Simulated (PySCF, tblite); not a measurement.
# C₈H₇O₃−: excited states

What do calculations give for the excited states of C₈H₇O₃− (`O=C\C=C/C=C/C=C(/[O-])C=O`)?

Programs: tblite 0.8.0 and PySCF 2.14.0, with routines of our own; each step states its level. All values are computed. Atoms count from 0.

### Step 1. The starting structure

18 atoms, charge -1, multiplicity 1; geometry from: force field or distance geometry start.

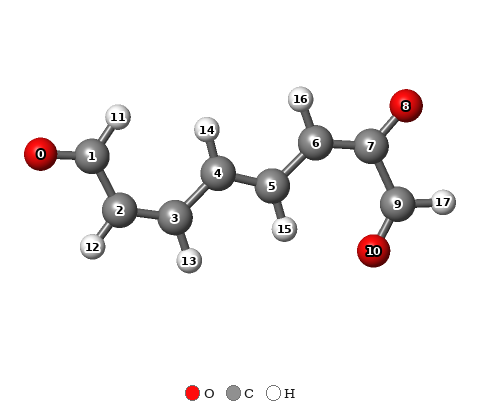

The starting geometry (oxygen red, carbon grey, hydrogen white).

### Step 2. Geometry optimisation with GFN2-xTB

Job settings and geometry (Å):

```
{"job": {"kind": "relax", "xc": "GFN2-xTB", "basis": "xTB"}, "charge": -1, "multiplicity": 1}
O      4.941900     0.175200     0.727900
C      3.704700     0.134400     0.646700
C      3.033800     0.145600    -0.647800
C      1.698800     0.108800    -0.854100
C      0.657100     0.019700     0.162800
C     -0.650400    -0.021600    -0.169000
C     -1.694400    -0.097900     0.825300
C     -3.034300    -0.147700     0.709300
O     -3.884000    -0.225200     1.644300
C     -3.675800    -0.128900    -0.678600
O     -3.097100    -0.066000    -1.767100
H      3.074000     0.067600     1.556500
H      3.688800     0.209600    -1.493500
H      1.353400     0.123800    -1.881100
H      0.929800     0.003100     1.206900
H     -0.944100     0.006000    -1.196600
H     -1.333500    -0.120400     1.862200
H     -4.777500    -0.179800    -0.665700
```

Launch:

```console
OMP_NUM_THREADS=1 python excited_run.py task.json out
```

One launch serves the whole session: the jobs run in the order shown.

Log:

```text
step      E/eV     max force
  0    -898.86706    3.702
  1    -899.11788    1.907
  2    -899.17741    0.935
  3    -899.19514    0.376
  4    -899.20441    0.200
  5    -899.21282    0.299
  6    -899.21507    0.158
  7    -899.21791    0.157
  8    -899.22040    0.150
  9    -899.22143    0.107
 10    -899.22225    0.081
 11    -899.22287    0.083
 12    -899.22340    0.064
 13    -899.22375    0.041
 14    -899.22399    0.035
 15    -899.22417    0.031
 16    -899.22433    0.036
 17    -899.22447    0.036
 18    -899.22458    0.027
 19    -899.22468    0.025
 20    -899.22478    0.026
 21    -899.22489    0.030
 22    -899.22500    0.029
 23    -899.22513    0.031
 24    -899.22527    0.035
 25    -899.22540    0.029
 26    -899.22550    0.031
 27    -899.22562    0.029
 28    -899.22578    0.041
 29    -899.22601    0.045
 30    -899.22628    0.040
 31    -899.22654    0.044
 32    -899.22680    0.052
 33    -899.22708    0.051
 34    -899.22732    0.043
 35    -899.22746    0.022
 36    -899.22751    0.015
 37    -899.22754    0.015
 38    -899.22756    0.011
 39    -899.22757    0.008
```

Run time: 0.29 s. Hardware: 1 thread of Arm Neoverse V1, shared host.

Step by step: (not every step is listed)

```
step  energy from step 0 (eV)  largest force (eV/Å)
   0                   0.0000                3.7021
   1                  -0.2508                1.9073
   2                  -0.3103                0.9354
   3                  -0.3281                0.3757
   4                  -0.3374                0.1998
   5                  -0.3458                0.2988
   6                  -0.3480                0.1584
   7                  -0.3508                0.1574
   8                  -0.3533                0.1498
  10                  -0.3552                0.0811
  12                  -0.3563                0.0642
  14                  -0.3569                0.0355
  16                  -0.3573                0.0356
  18                  -0.3575                0.0273
  20                  -0.3577                0.0258
  22                  -0.3579                0.0291
  24                  -0.3582                0.0354
  26                  -0.3584                0.0306
  28                  -0.3587                0.0412
  30                  -0.3592                0.0400
  32                  -0.3597                0.0519
  34                  -0.3603                0.0425
  35                  -0.3604                0.0225
  36                  -0.3605                0.0150
  37                  -0.3605                0.0148
  38                  -0.3605                0.0106
  39                  -0.3605                0.0085
```

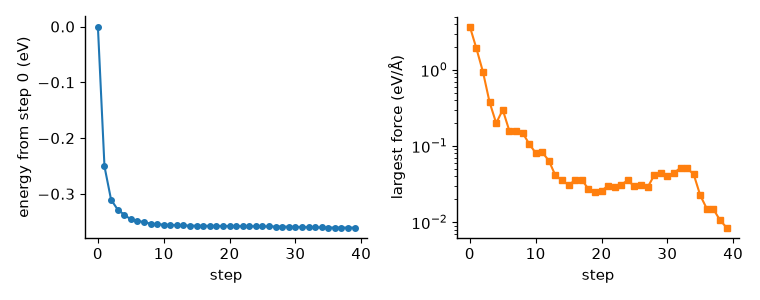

Energy and largest force along the relaxation.

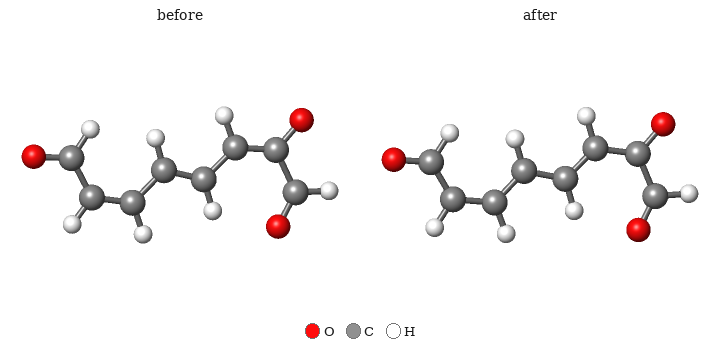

The geometry before (left) and after (right).

Distances of close pairs at the start and the end, largest changes first:

```
  bond  before (Å)  after (Å)  change (Å)
 C6–C7       1.346      1.414      +0.069
 C3–C4       1.458      1.393      -0.066
 C5–C6       1.444      1.381      -0.062
 C1–C2       1.458      1.415      -0.043
 C4–C5       1.350      1.386      +0.037
 C7–C9       1.529      1.494      -0.035
 C2–C3       1.351      1.379      +0.027
C9–O10       1.234      1.212      -0.023
```

The final coordinates are the input of the step that follows.

### Step 3. Vibrational analysis with GFN2-xTB

Job settings and geometry (Å):

```
{"job": {"kind": "ir", "xc": "GFN2-xTB", "basis": "xTB"}, "charge": -1, "multiplicity": 1}
O      4.969241     0.180378     0.695170
C      3.744706     0.134939     0.579345
C      3.027892     0.149613    -0.640149
C      1.657824     0.098504    -0.784218
C      0.680207     0.021592     0.205056
C     -0.673650    -0.023727    -0.089073
C     -1.669940    -0.099411     0.864928
C     -3.066151    -0.150308     0.644818
O     -3.903977    -0.218074     1.572697
C     -3.634217    -0.126071    -0.736968
O     -3.077426    -0.062339    -1.811425
H      3.123979     0.076781     1.496980
H      3.633948     0.207015    -1.536573
H      1.282370     0.120961    -1.804066
H      0.976893    -0.004831     1.245019
H     -0.960522     0.002187    -1.131183
H     -1.374216    -0.123906     1.909178
H     -4.745722    -0.176984    -0.691191
```

Log:

```text
mode    cm-1     km/mol
  1      19.1     14.73
  2      48.5      0.01
  3      69.3      3.10
  4      91.8     11.93
  5     142.1      3.02
  6     161.7      3.91
  7     211.7      0.13
  8     239.3      6.23
  9     265.4      2.73
 10     331.6      1.37
 11     368.9     19.77
 12     385.4      0.23
 13     477.0      5.71
 14     482.1      5.15
 15     509.6     21.75
 16     631.7     63.20
 17     707.3      7.26
 18     793.7     13.70
 19     794.4     12.07
 20     823.7      0.52
 21     873.4     16.94
 22     873.7    196.50
 23     894.8      0.21
 24     949.8      1.72
 25    1009.8     24.53
 26    1068.2     37.56
 27    1185.4     77.09
 28    1215.3     56.90
 29    1242.6     27.25
 30    1261.9    222.06
 31    1275.6      0.39
 32    1302.8     21.68
 33    1346.6    138.03
 34    1364.5     23.03
 35    1383.3     51.08
 36    1456.2     45.88
 37    1521.8   2332.23
 38    1554.1    129.54
 39    1596.6    124.57
 40    1649.5   1268.79
 41    1721.1    356.22
 42    2703.6    298.52
 43    2726.7    125.69
 44    3001.4     33.27
 45    3023.8     42.98
 46    3044.8     93.06
 47    3060.0     54.13
 48    3086.4     49.26
```

Wall time 0.73 s (1 thread of Arm Neoverse V1, shared host).

The strongest bands and the atoms that carry them (share of the mass-weighted mode):

```
cm⁻¹  km/mol                                 atoms
 874   196.5                      C9 42 %, C6 26 %
1262   222.1                     H15 40 %, C6 18 %
1347   138.0  H13 22 %, H11 13 %, C2 12 %, C6 12 %
1522  2332.2             C4 18 %, C3 17 %, C5 16 %
1554   129.5    C5 28 %, C7 20 %, O8 12 %, C2 11 %
1650  1268.8                      C1 58 %, O0 27 %
1721   356.2                     C9 60 %, O10 35 %
2704   298.5                              H17 94 %
```

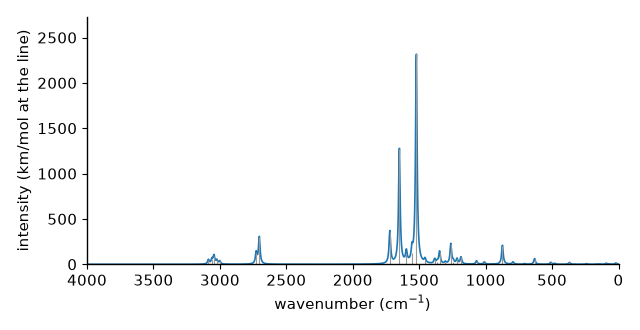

The infrared spectrum from these modes, unscaled. Lines are broadened to a width of 14 cm⁻¹ (Lorentzian).

### Step 4. Excited states: TDA CAM-B3LYP/def2-SVP

The job, as its differences from that of step 3:

```diff
@@ -1,2 +1,2 @@
-{"job": {"kind": "ir", "xc": "GFN2-xTB", "basis": "xTB"}, "charge": -1, "multiplicity": 1}
+{"job": {"kind": "states", "xc": "CAM-B3LYP", "basis": "def2-SVP", "tda": true, "soc": true, "nstates": 8, "ntriplets": 6, "nquad": 4}, "charge": -1, "multiplicity": 1}
 O      4.969241     0.180378     0.695170
```

Level: TDA CAM-B3LYP/def2-SVP excited states, vertical, gas phase, spin-orbit mean-field couplings.

Log:

```text
coarse grid: 16288 points
cycle   1  E = -533.5664278840  dE =  2.112e+00  |g| = 1.381e+00  |ddm| = 5.044e+00
cycle   2  E = -532.7285136046  dE =  8.379e-01  |g| = 2.507e+00  |ddm| = 5.450e+00
cycle   3  E = -533.9585135517  dE = -1.230e+00  |g| = 1.782e-01  |ddm| = 4.004e+00
cycle   4  E = -533.9627247641  dE = -4.211e-03  |g| = 1.518e-01  |ddm| = 3.793e-01
cycle   5  E = -533.9675966581  dE = -4.872e-03  |g| = 4.048e-02  |ddm| = 2.040e-01
cycle   6  E = -533.9679710168  dE = -3.744e-04  |g| = 1.038e-02  |ddm| = 5.960e-02
cycle   7  E = -533.9680073307  dE = -3.631e-05  |g| = 5.802e-03  |ddm| = 2.567e-02
cycle   8  E = -533.9680178876  dE = -1.056e-05  |g| = 1.779e-03  |ddm| = 1.460e-02
cycle   9  E = -533.9680190499  dE = -1.162e-06  |g| = 9.246e-04  |ddm| = 5.831e-03
final grid: 160896 points
cycle  10  E = -534.0871284415  dE = -3.655e-05  |g| = 3.742e-03  |ddm| = 3.674e-02
cycle  11  E = -534.0871259652  dE =  2.476e-06  |g| = 5.247e-03  |ddm| = 1.033e-02
cycle  12  E = -534.0871319119  dE = -5.947e-06  |g| = 8.140e-04  |ddm| = 6.918e-03
cycle  13  E = -534.0871320406  dE = -1.287e-07  |g| = 1.735e-04  |ddm| = 1.079e-03
cycle  14  E = -534.0871320454  dE = -4.773e-09  |g| = 1.407e-04  |ddm| = 3.846e-04
cycle  15  E = -534.0871320494  dE = -3.999e-09  |g| = 2.464e-05  |ddm| = 1.693e-04
cycle  16  E = -534.0871320496  dE = -1.935e-10  |g| = 8.351e-06  |ddm| = 5.128e-05
converged SCF energy = -534.0871320496

Singlet excitations
state   eV       nm        f     d(h-e)  d(exc)  Lambda  PR(NTO)  |dmu|/D   mu/D   main configurations
  1   2.9591   419.0   0.00000   0.982   3.012   0.467   1.043    1.836    3.782   H-2->L 0.58, H-1->L 0.28
  2   3.1223   397.1   0.88637   2.423   4.490   0.627   1.064    4.166    1.021   H->L 0.89
  3   3.9026   317.7   0.00015   2.235   3.912   0.433   1.006    5.856    3.405   H-1->L 0.34, H-1->L+1 0.26, H-2->L 0.17
  4   4.1913   295.8   0.00041   0.654   2.874   0.459   1.216    1.582    4.413   H-4->L 0.74, H-4->L+1 0.12
  5   4.2178   294.0   0.83442   0.665   4.250   0.617   1.126                     H->L+1 0.90
  6   5.4389   228.0   0.15040   2.627   4.690   0.637   1.231                     H-3->L 0.84
  7   5.6697   218.7   0.00024   2.653   4.450   0.412   1.227                     H-2->L+1 0.51, H-1->L+1 0.21
  8   5.7068   217.3   0.00003   0.884   4.010   0.290   1.066                     H->L+3 0.94

Triplet excitations (Tamm-Dancoff)
state   eV     d(h-e)  d(exc)  Lambda  PR(NTO)   main configurations
  1   1.2977   1.087   4.198   0.630   1.049   H->L 0.93
  2   2.4571   0.844   2.902   0.464   1.062   H-2->L 0.56, H-1->L 0.27
  3   2.6621   0.644   3.686   0.625   1.332   H->L+1 0.82, H-3->L 0.13
  4   3.4420   1.947   3.615   0.430   1.007   H-1->L 0.29, H-1->L+1 0.27, H-2->L 0.14
  5   3.6446   0.701   2.830   0.456   1.281   H-4->L 0.69, H-4->L+1 0.13
  6   3.9400   0.575   4.002   0.653   1.846   H-3->L 0.45, H-3->L+1 0.19, H->L+2 0.17
S1 - T1 = 1.6614 eV

Spin-orbit couplings |<S|Hso|T>| (cm-1)
             T1       T2       T3       T4       T5       T6
S0        0.067    6.563    0.049   47.200   70.093    0.054
S1       15.013    0.399    8.938    0.053    1.000   10.522
S2        0.020   11.699    0.021    9.009   19.389    0.031
S3       11.961    0.064   14.164    0.135    0.243   15.258
S4       19.254    0.461   10.778    0.243    0.251    5.028
S5        0.038    0.491    0.023   11.639    2.210    0.016
S6        0.022   10.939    0.027   10.533    9.955    0.020
S7        2.433    0.546    9.741    0.198    3.191   10.452
S8        2.485    0.089    0.706    0.078    0.429    1.935
T1 sublevels (cm-1): 0.000 0.000 0.010   radiative rates (1/s): 0.000341 0.000312 0.0399
```

Wall time 72 s (1 thread of Arm Neoverse V1, shared host); peak memory 0.96 GiB.

Key values:

```
  quantity    value
S1 less T1  1.66 eV
```

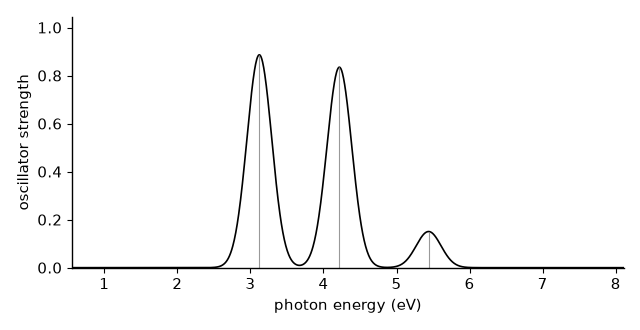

Absorption lines of the singlets. Lines are broadened to a width of 0.40 eV (Gaussian).

Orbitals, density, ELF and potential are computed afterwards from the orbital file.

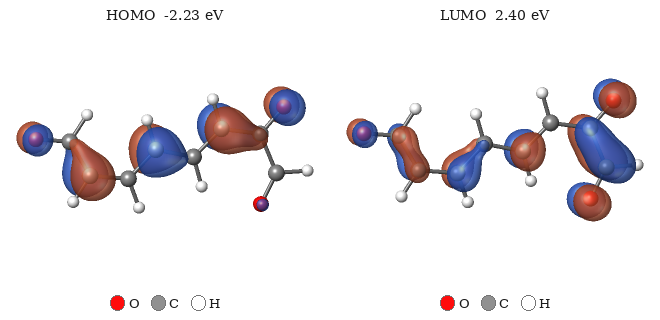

Frontier orbitals at CAM-B3LYP/def2-SVP; each surface holds 70 % of the orbital's density, blue and red mark the sign.

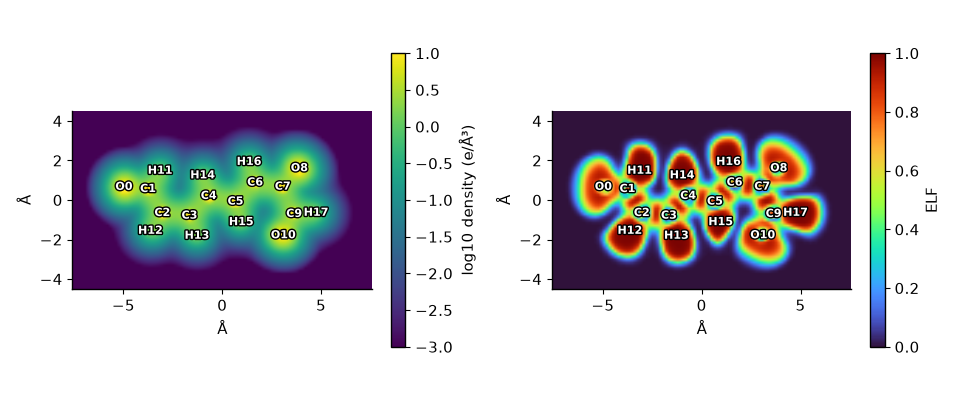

Density (left) and ELF (right) in a plane through or near 18 of the atoms.

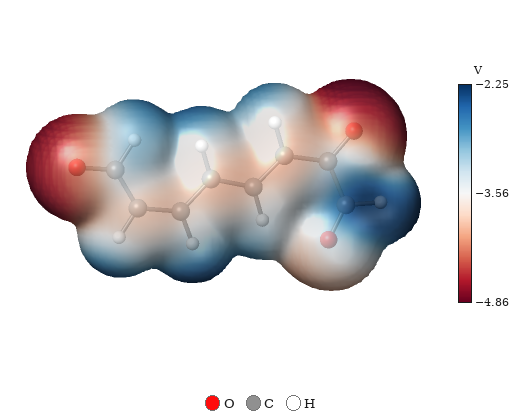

The potential that a unit positive charge feels on the 0.002 e/bohr³ surface, from the 1st to the 99th percentile, from -4.86 V near O8 to -2.25 V near H17.

### Step 5. Summary of results

| quantity | value |
| --- | --- |
| strongest single infrared mode (GFN2-xTB) | 1522 cm⁻¹, 2332 km/mol |
| zero-point energy (GFN2-xTB) | 78.6 kcal/mol |
| S1 less T1 (step 4, TDA CAM-B3LYP/def2-SVP) | 1.66 eV |

All 48 modes are real, so the xTB geometry is a minimum. The strongest single mode, at 1522 cm⁻¹, has its largest shares on C4, C3 and C5 (the list is cut at 3 atoms). Unscaled tight-binding wavenumbers are off by several per cent, some by more. Its intensities can rank the bands wrongly. For an anion in the gas phase, states above the energy of detachment are held by the basis alone, so excitations and responses hang on it. In step 4, the number of triplets below S1 is 3, and the largest singlet-triplet spin-orbit coupling is S0–T5, 70.09 cm⁻¹.
